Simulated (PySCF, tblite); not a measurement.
# C₂H₉B₂F₃N₂: geometry, infrared bands, NMR shifts and electronic excitations, part 1 of 2

What infrared bands, NMR shifts and electronic excitations should C₂H₉B₂F₃N₂ (`FC(F)(F)C[NH+]1[BH2-][NH2+][BH2-]1`) show?

Programs: tblite 0.8.0 and PySCF 2.14.0, with density-fitted response routines of our own. Each step states its level of theory. These are calculated values for one molecule in the gas phase, unless marked as measured. Atoms count from 0, in the outputs and in this text.

## (1) The molecule as given

18 atoms, charge 0, multiplicity 1; geometry from: force field or distance geometry start.

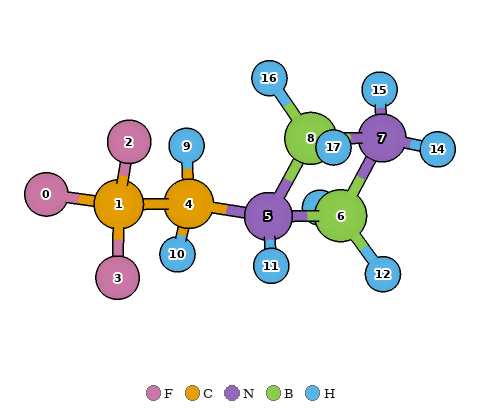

The starting geometry (fluorine pink, carbon amber, nitrogen purple, boron green, hydrogen blue), atoms numbered.

## (2) Relaxing the molecule with GFN2-xTB

The job: settings as JSON, then the geometry in Å.

```
{"job": {"kind": "relax", "xc": "GFN2-xTB", "basis": "xTB"}, "charge": 0, "multiplicity": 1}
F     -3.397500     0.696600    -0.429600
C     -2.366100     0.121100     0.254800
F     -2.115200     0.847200     1.415600
F     -2.723700    -1.164600     0.606200
C     -1.114400     0.090100    -0.618500
N      0.023700    -0.550700     0.052700
B      1.310000    -0.590200    -0.812100
N      2.158900     0.338700     0.084500
B      0.887900     0.381100     0.944600
H     -0.877600     1.130600    -0.946100
H     -1.367300    -0.490000    -1.544100
H     -0.185900    -1.478700     0.497300
H      1.765900    -1.694900    -0.841500
H      1.161600    -0.131600    -1.905500
H      2.943700    -0.149900     0.550600
H      2.370500     1.249400    -0.363900
H      0.449000     1.500300     1.018800
H      1.067800    -0.098200     2.024600
```

Command:

```
OMP_NUM_THREADS=1 python probes_run.py task.json out
```

The driver reads the jobs from task.json and runs them one after another.

Output:

```text
step      E/eV     max force
  0    -855.94862    2.252
  1    -856.22433    1.095
  2    -856.35419    0.680
  3    -856.40074    0.459
  4    -856.42876    0.327
  5    -856.43910    0.281
  6    -856.44557    0.146
  7    -856.44927    0.134
  8    -856.45222    0.110
  9    -856.45420    0.102
 10    -856.45561    0.083
 11    -856.45645    0.062
 12    -856.45698    0.047
 13    -856.45745    0.050
 14    -856.45808    0.090
 15    -856.45888    0.104
 16    -856.45960    0.073
 17    -856.46004    0.039
 18    -856.46030    0.033
 19    -856.46055    0.041
 20    -856.46085    0.043
 21    -856.46115    0.035
 22    -856.46138    0.034
 23    -856.46155    0.029
 24    -856.46169    0.029
 25    -856.46183    0.027
 26    -856.46198    0.031
 27    -856.46213    0.038
 28    -856.46230    0.040
 29    -856.46248    0.037
 30    -856.46271    0.046
 31    -856.46302    0.046
 32    -856.46338    0.054
 33    -856.46376    0.063
 34    -856.46409    0.055
 35    -856.46436    0.039
 36    -856.46460    0.037
 37    -856.46481    0.035
 38    -856.46500    0.031
 39    -856.46518    0.031
 40    -856.46540    0.040
 41    -856.46561    0.042
 42    -856.46578    0.031
 43    -856.46589    0.023
 44    -856.46600    0.021
 45    -856.46613    0.026
 46    -856.46626    0.028
 47    -856.46638    0.031
 48    -856.46651    0.029
 49    -856.46664    0.028
 50    -856.46678    0.026
 51    -856.46688    0.024
 52    -856.46696    0.023
 53    -856.46704    0.021
 54    -856.46715    0.027
 55    -856.46727    0.028
 56    -856.46739    0.027
 57    -856.46750    0.024
 58    -856.46760    0.022
 59    -856.46769    0.024
 60    -856.46779    0.026
 61    -856.46792    0.032
 62    -856.46806    0.029
 63    -856.46821    0.030
 64    -856.46834    0.029
 65    -856.46846    0.029
 66    -856.46858    0.027
 67    -856.46870    0.032
 68    -856.46878    0.030
 69    -856.46885    0.021
 70    -856.46890    0.017
 71    -856.46896    0.016
 72    -856.46903    0.026
 73    -856.46909    0.025
 74    -856.46914    0.015
 75    -856.46919    0.015
 76    -856.46924    0.018
 77    -856.46930    0.027
 78    -856.46938    0.028
 79    -856.46947    0.024
 80    -856.46959    0.023
 81    -856.46972    0.025
 82    -856.46986    0.027
 83    -856.47001    0.030
 84    -856.47014    0.030
 85    -856.47028    0.023
 86    -856.47040    0.025
 87    -856.47050    0.020
 88    -856.47057    0.019
 89    -856.47062    0.016
 90    -856.47065    0.016
 91    -856.47068    0.018
 92    -856.47071    0.011
 93    -856.47073    0.009
```

Run time: 0.58 s. Hardware: 1 thread of Arm Neoverse V1, shared host.

Relaxation path: (not every step is listed)

```
step  energy from step 0 (eV)  largest force (eV/Å)
   0                   0.0000                2.2524
   1                  -0.2757                1.0945
   2                  -0.4056                0.6796
   3                  -0.4521                0.4586
   4                  -0.4801                0.3269
   5                  -0.4905                0.2809
   6                  -0.4969                0.1458
   7                  -0.5006                0.1343
   8                  -0.5036                0.1104
  16                  -0.5110                0.0725
  24                  -0.5131                0.0287
  32                  -0.5148                0.0537
  40                  -0.5168                0.0398
  48                  -0.5179                0.0289
  56                  -0.5188                0.0271
  64                  -0.5197                0.0291
  72                  -0.5204                0.0265
  80                  -0.5210                0.0233
  88                  -0.5219                0.0194
  89                  -0.5220                0.0158
  90                  -0.5220                0.0160
  91                  -0.5221                0.0185
  92                  -0.5221                0.0112
  93                  -0.5221                0.0093
```

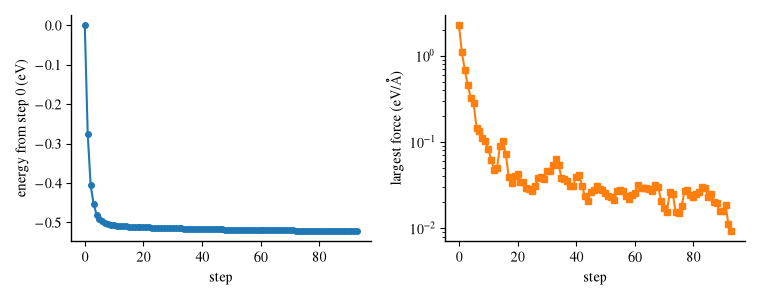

Energy and force, step by step.

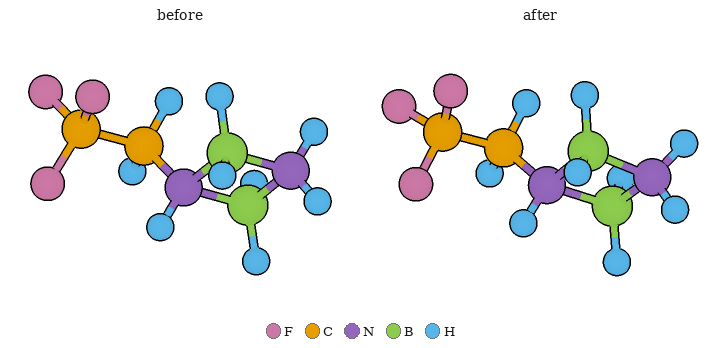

The geometry before (left) and after (right).

Distances of close pairs at the start and the end, largest changes first:

```
  bond  before (Å)  after (Å)  change (Å)
 C1–F2       1.392      1.334      -0.058
 N5–B6       1.550      1.601      +0.050
 N7–B8       1.535      1.585      +0.050
 N5–B8       1.553      1.600      +0.048
N5–H11       1.050      1.014      -0.036
 C1–F3       1.380      1.344      -0.036
 B6–N7       1.545      1.581      +0.035
N7–H15       1.037      1.011      -0.026
```

The end geometry stands in the next job.

## (3) Vibrational analysis with GFN2-xTB

The job: settings as JSON, then the geometry in Å.

```
{"job": {"kind": "ir", "xc": "GFN2-xTB", "basis": "xTB"}, "charge": 0, "multiplicity": 1}
F     -3.485424     0.392450    -0.364586
C     -2.350602     0.094419     0.290944
F     -2.240966     0.979003     1.283570
F     -2.547352    -1.105634     0.863992
C     -1.155145     0.075290    -0.655910
N      0.031655    -0.461471    -0.025588
B      1.356513    -0.562332    -0.918097
N      2.198858     0.238493     0.153028
B      0.868563     0.449893     0.989099
H     -0.964104     1.101709    -0.977620
H     -1.446992    -0.523345    -1.528128
H     -0.195379    -1.359009     0.387420
H      1.716999    -1.684580    -1.045870
H      1.231566     0.043747    -1.928761
H      2.909093    -0.305517     0.624655
H      2.632691     1.087223    -0.184448
H      0.505766     1.576119     0.954224
H      0.925500    -0.030140     2.070417
```

Output:

```text
mode    cm-1     km/mol
  1      37.5      0.46
  2      67.0     17.48
  3      84.8      2.24
  4     138.3     14.50
  5     255.3      1.24
  6     283.9      5.45
  7     337.3      3.87
  8     388.1     10.50
  9     473.7      9.39
 10     483.7      7.25
 11     552.2     19.34
 12     600.0     17.43
 13     675.5      4.37
 14     729.6      9.84
 15     742.1      0.52
 16     775.7     10.64
 17     811.5      2.43
 18     836.6     26.55
 19     852.7     10.66
 20     886.4      3.83
 21     912.7     40.55
 22     955.0    132.77
 23    1005.0     54.08
 24    1008.3     57.12
 25    1029.7     47.07
 26    1049.4    134.03
 27    1062.2    272.35
 28    1077.2      9.89
 29    1082.9    200.57
 30    1094.4    273.80
 31    1166.3     80.00
 32    1178.3    102.12
 33    1195.2    128.37
 34    1229.6    145.39
 35    1234.2     64.94
 36    1294.2     40.47
 37    1351.2     25.65
 38    1435.5      7.86
 39    1525.7     47.68
 40    2508.7    223.73
 41    2516.4    179.21
 42    2521.9    116.25
 43    2531.4    225.79
 44    2928.2     19.94
 45    2991.5      5.42
 46    3397.2      2.08
 47    3448.9      0.43
 48    3452.1      0.67
```

It took 0.58 s on 1 thread of Arm Neoverse V1, shared host.

Which atoms move in the most intense modes:

```
cm⁻¹  km/mol                                  atoms
1049   134.0                     H11 33 %, H14 22 %
1062   272.4             C1 54 %, F0 14 %, H11 11 %
1083   200.6  H13 26 %, H12 23 %, B6 14 %, H16 10 %
1094   273.8                      C1 28 %, H16 14 %
1230   145.4                     H16 43 %, H17 42 %
2509   223.7                               H12 88 %
2516   179.2                               H13 86 %
2531   225.8                               H16 82 %
```

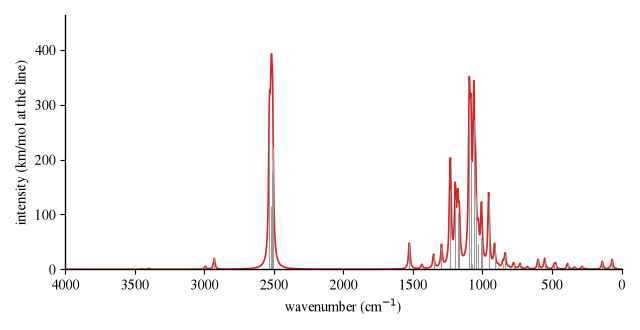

The infrared spectrum from these modes, unscaled. Lines are broadened to a width of 14 cm⁻¹ (Lorentzian).

## (4) Relaxing the molecule at PBE0-D3(BJ)/def2-SVP

The job: settings as JSON, then the geometry in Å.

```
{"job": {"xc": "PBE0", "basis": "def2-SVP", "d3": "d3bj", "grid": 1, "shake": 0.01, "kind": "geom"}, "charge": 0, "multiplicity": 1}
F     -3.465010     0.366890    -0.360410
C     -2.356280     0.089890     0.288790
F     -2.261170     0.976680     1.274920
F     -2.514120    -1.103380     0.860470
C     -1.157960     0.068610    -0.666460
N      0.027750    -0.456650    -0.027970
B      1.366090    -0.564330    -0.917850
N      2.214320     0.243940     0.147980
B      0.866730     0.455300     1.008450
H     -0.966800     1.099270    -0.967600
H     -1.455860    -0.526260    -1.519300
H     -0.189580    -1.358090     0.394120
H      1.688720    -1.674370    -1.055470
H      1.214880     0.046510    -1.921760
H      2.904650    -0.316280     0.624920
H      2.632160     1.101280    -0.176970
H      0.507700     1.587240     0.952170
H      0.916240    -0.024300     2.076240
```

Output:

```text
step   0  E = -539.49543290  max force = 0.029292
step   1  E = -539.50043869  max force = 0.006385
step   2  E = -539.50067420  max force = 0.003165
step   3  E = -539.50070908  max force = 0.000816
step   4  E = -539.50071842  max force = 0.000724
step   5  E = -539.50071538  max force = 0.001256
step   6  E = -539.50071041  max force = 0.001334
step   7  E = -539.50071463  max force = 0.000545
step   8  E = -539.50071532  max force = 0.000560
step   9  E = -539.50071671  max force = 0.000283
optimisation converged
```

It took 2.4 min on 1 thread of Arm Neoverse V1, shared host; peak memory 0.71 GiB.

Step by step:

```csv
step,energy from step 0 (eV),largest force component (eV/Å)
0,0.0000,1.5063
1,-0.1362,0.3283
2,-0.1426,0.1628
3,-0.1436,0.0420
4,-0.1438,0.0372
5,-0.1437,0.0646
6,-0.1436,0.0686
7,-0.1437,0.0280
8,-0.1437,0.0288
9,-0.1438,0.0146
```

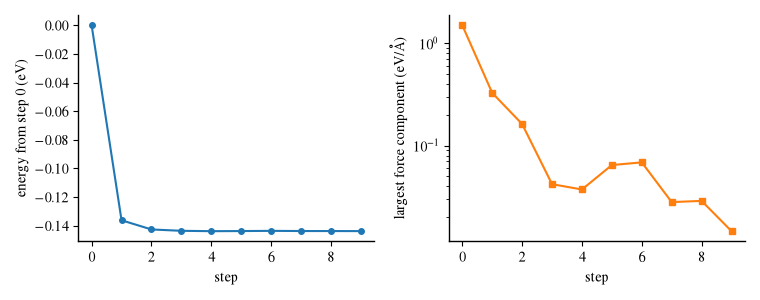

Energy and force, step by step.

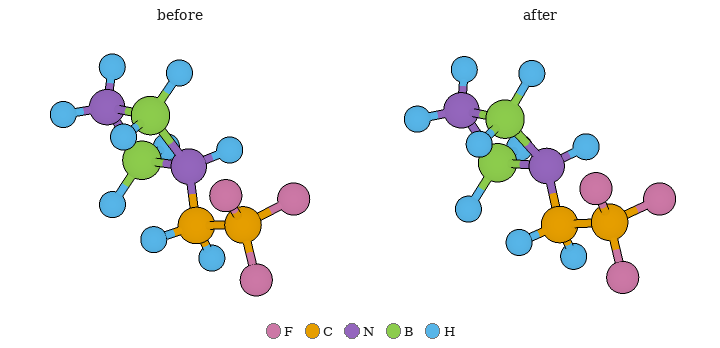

The geometry before (left) and after (right).

Distances of close pairs at the start and the end, largest changes first:

```
  bond  before (Å)  after (Å)  change (Å)
B6–H12       1.164      1.218      +0.054
B8–H17       1.172      1.216      +0.045
B6–H13       1.185      1.218      +0.033
B8–H16       1.189      1.216      +0.027
 C1–C4       1.533      1.511      -0.022
C4–H10       1.082      1.101      +0.020
 F0–C1       1.314      1.333      +0.019
 N7–B8       1.613      1.594      -0.018
```

The next job starts from the end point, and lists it.

```
                         at the end point                value
  point group (found at 0.08 Å tolerance)                   C1
rotational constants (GHz, main isotopes)  3.563, 0.869, 0.825
                        dipole moment (D)                 2.17
```

## (5) Nuclear shieldings: PBE0/pcSseg-1

The job: settings as JSON, then the geometry in Å.

```
{"job": {"kind": "nmr", "xc": "PBE0", "basis": "pcSseg-1"}, "charge": 0, "multiplicity": 1}
F     -3.604813     0.268940    -0.190540
C     -2.469483    -0.049334     0.431920
F     -2.347195     0.737732     1.497112
F     -2.586783    -1.310106     0.879566
C     -1.299946     0.064653    -0.517720
N     -0.055938    -0.362322     0.090895
B      1.248661    -0.385384    -0.841140
N      2.106028     0.448050     0.205050
B      0.763396     0.636637     1.044059
H     -1.212210     1.109184    -0.843682
H     -1.538831    -0.550771    -1.399435
H     -0.201132    -1.269866     0.530253
H      1.667895    -1.515671    -1.016399
H      1.049231     0.251230    -1.860060
H      2.836295    -0.077955     0.676824
H      2.514054     1.305903    -0.154156
H      0.337833     1.770854     0.935784
H      0.852389     0.223875     2.184869
```

Level: GIAO PBE0/pcSseg-1 NMR shielding, non-relativistic, gas phase.

Output:

```text
coarse grid: 15312 points
cycle   1  E = -539.6265414954  dE =  1.248e+00  |g| = 8.989e-01  |ddm| = 3.549e+00
cycle   2  E = -539.5187672604  dE =  1.078e-01  |g| = 1.280e+00  |ddm| = 1.153e+00
cycle   3  E = -539.7747529531  dE = -2.560e-01  |g| = 6.780e-02  |ddm| = 6.360e-01
cycle   4  E = -539.7756078286  dE = -8.549e-04  |g| = 3.232e-02  |ddm| = 8.093e-02
cycle   5  E = -539.7758428995  dE = -2.351e-04  |g| = 4.516e-03  |ddm| = 2.958e-02
cycle   6  E = -539.7758471741  dE = -4.275e-06  |g| = 1.893e-03  |ddm| = 6.254e-03
final grid: 149976 points
cycle   7  E = -539.8372934700  dE = -7.461e-05  |g| = 1.070e-02  |ddm| = 3.519e-02
cycle   8  E = -539.8372763823  dE =  1.709e-05  |g| = 1.447e-02  |ddm| = 1.955e-02
cycle   9  E = -539.8373186561  dE = -4.227e-05  |g| = 9.108e-04  |ddm| = 1.060e-02
cycle  10  E = -539.8373188238  dE = -1.677e-07  |g| = 2.326e-04  |ddm| = 7.776e-04
cycle  11  E = -539.8373188330  dE = -9.183e-09  |g| = 8.446e-05  |ddm| = 1.846e-04
cycle  12  E = -539.8373188342  dE = -1.276e-09  |g| = 2.140e-05  |ddm| = 6.522e-05
cycle  13  E = -539.8373188343  dE = -8.458e-11  |g| = 4.811e-06  |ddm| = 1.791e-05
converged SCF energy = -539.8373188343

GIAO shielding tensors (ppm)
atom      isotropic    diamagn.    paramagn.     s11        s22        s33       span
  0 F      263.811     468.211    -204.401    179.970    268.390    343.073    163.103
  1 C       54.846     246.571    -191.725     51.810     56.030     56.698      4.887
  2 F      266.734     474.615    -207.881    181.252    276.962    341.990    160.738
  3 F      268.294     474.694    -206.400    177.408    273.111    354.363    176.955
  4 C      128.475     246.601    -118.126    109.301    122.020    154.104     44.803
  5 N      236.117     324.578     -88.460    220.807    225.501    262.043     41.236
  6 B      111.309     191.003     -79.695     96.280    107.211    130.434     34.154
  7 N      242.866     319.234     -76.368    231.844    233.606    263.147     31.303
  8 B      109.559     192.024     -82.465     96.193    104.118    128.366     32.172
  9 H       28.323      30.278      -1.956     24.640     28.787     31.541      6.902
 10 H       28.461      29.398      -0.937     24.067     28.223     33.093      9.026
 11 H       29.266      34.994      -5.728     20.932     29.203     37.665     16.733
 12 H       27.804      30.502      -2.698     24.064     27.903     31.444      7.380
 13 H       28.130      30.911      -2.781     24.379     28.749     31.263      6.884
 14 H       29.632      29.850      -0.219     23.248     25.773     39.875     16.627
 15 H       29.639      30.161      -0.522     22.641     26.404     39.872     17.231
 16 H       28.013      31.504      -3.492     23.676     29.527     30.835      7.159
 17 H       27.756      30.979      -3.223     23.788     28.623     30.858      7.069
```

Wall time 42 s (1 thread of Arm Neoverse V1, shared host); peak memory 0.81 GiB.

The references, computed at this level on geometries of the same kind, shield at (ppm): 1H TMS 31.27, 13C TMS 184.4, 19F CFCl3 177.2, 15N NH3 265.7, 11B BF3·OEt2 100.7. Their shielding less the atom's gives the shift. The references are single molecules in the gas phase, so shifts against H2O, NH3, PH3, H3PO4 or CFCl3 are not on the usual liquid scales and can be off by tens of ppm. Atoms listed in one row are averaged.

| atoms | environment | σ (ppm) | δ (ppm) | δ scaled to CDCl3 |
| --- | --- | --- | --- | --- |
| C1 | CF3 carbon | 54.8 | 129.6 | 125.3 |
| C4 | sp3 CH2 bonded to N | 128.5 | 55.9 | 53.8 |
| H12, H17 | hydrogen on a boron bonded to 2 N, in a 4-membered ring | 27.78 | 3.49 | – |
| H13, H16 | hydrogen on a boron bonded to 2 N, in a 4-membered ring | 28.07 | 3.20 | – |
| H9, H10 | hydrogen on an sp3 CH2 bonded to N | 28.39 | 2.88 | 2.94 |
| H11 | hydrogen on a donor nitrogen of a Lewis adduct | 29.27 | 2.00 | – |
| H14 | hydrogen on a donor nitrogen of a Lewis adduct | 29.63 | 1.64 | – |
| H15 | hydrogen on a donor nitrogen of a Lewis adduct | 29.64 | 1.63 | – |
| F0, F2, F3 | fluorine of a CF3 group | 266.3 | -89.0 | – |
| N5 | donor nitrogen of a Lewis adduct | 236.1 | 29.6 | – |
| N7 | donor nitrogen of a Lewis adduct | 242.9 | 22.8 | – |
| B6, B8 | boron bonded to 2 N, 2 H, in a 4-membered ring | 110.4 | -9.7 | – |

The scaled column applies a straight-line fit of computed shieldings to shifts measured in CDCl3, and one for carbons that bear F (root-mean-square error 0.21 ppm for H, 2.0 ppm for C).

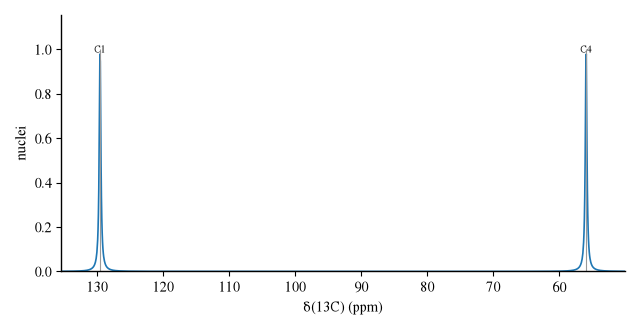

13C lines at the computed shifts, without couplings. Lines are broadened to a width of 0.29 ppm (Lorentzian).

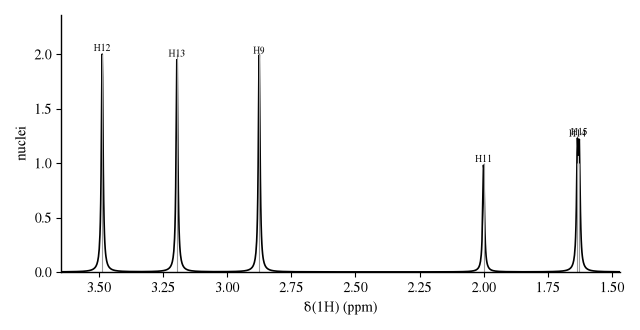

1H lines at the computed shifts, without couplings. Lines are broadened to a width of 0.01 ppm (Lorentzian).

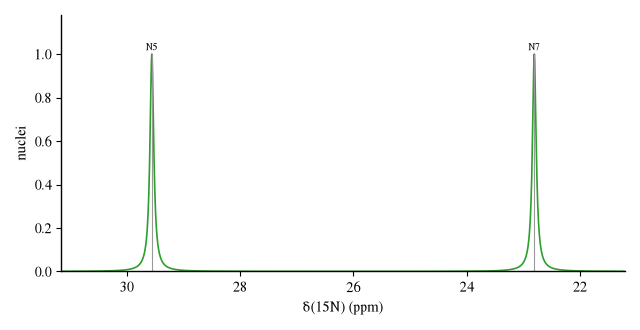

15N lines at the computed shifts, without couplings. Lines are broadened to a width of 0.08 ppm (Lorentzian).

The run also stored atomic charges by several schemes (e):

```csv
atoms,Mulliken,IAO,Hirshfeld,ESP fit
"F0, F2, F3",-0.26,-0.28,-0.08,-0.20
C1,0.78,0.81,0.26,0.66
C4,-0.05,-0.19,-0.03,-0.60
N5,-0.58,-0.29,-0.09,0.14
"B6, B8",0.07,-0.10,0.03,0.03
N7,-0.45,-0.42,-0.13,-0.44
```

Hirshfeld charges:

F0 -0.09; C1 0.26; F2 -0.07; F3 -0.09; C4 -0.03; N5 -0.09; B6 0.03; N7 -0.13; B8 0.02; H9 0.06; H10 0.06; H11 0.13; H12 -0.09; H13 -0.09; H14 0.15; H15 0.15; H16 -0.09; H17 -0.09

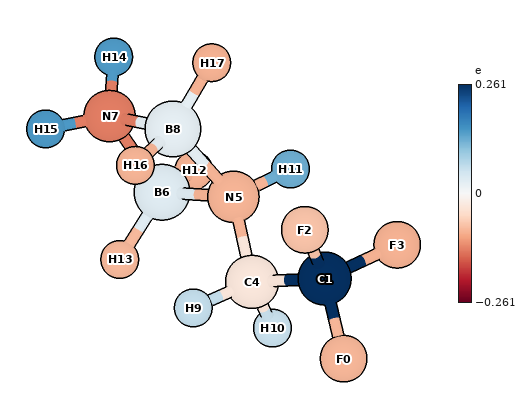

Hirshfeld charges, as colours on the atoms.

Mayer bond orders: F0–C1 1.01, C1–F2 1.02, C1–F3 0.98, C1–C4 1.02, C4–N5 0.94, N5–B6 0.68, B6–N7 0.74, N7–B8 0.72, B8–N5 0.68.

Ring of atoms N5, B6, N7, B8: NICS(0) -5.3, NICS(1) -0.5, NICS(1)zz 2.1 ppm (means of both faces).

Orbitals, density, ELF and potential are computed afterwards from the orbital file.

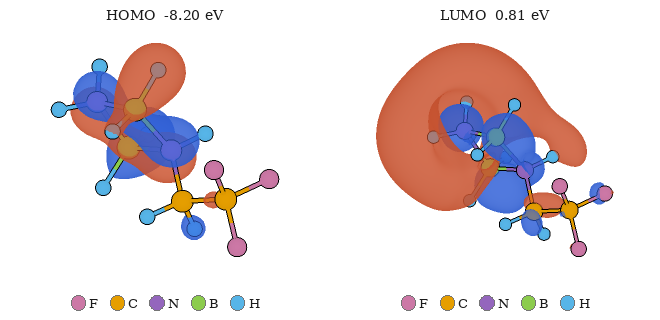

Frontier orbitals at PBE0/pcSseg-1; each surface holds 70 % of the orbital's density, blue and red mark the sign.

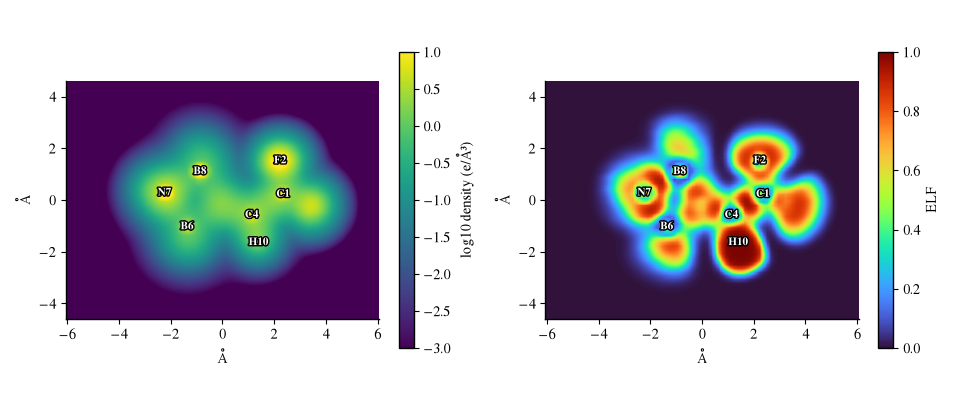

Density (left) and ELF (right) in a plane through or near 7 of the atoms.

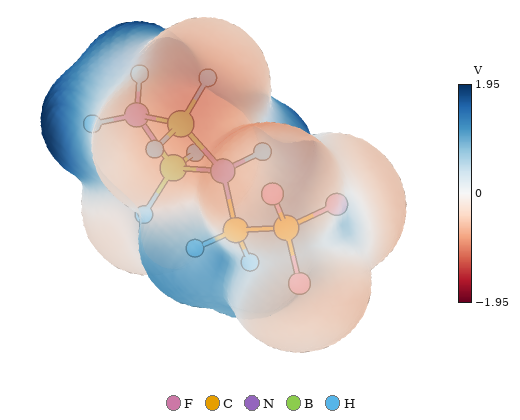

Electrostatic potential on the surface of density 0.002 e/bohr³; red is low, blue high. It runs from -0.89 to 1.95 V.

(Continued in part 2 of 2.)
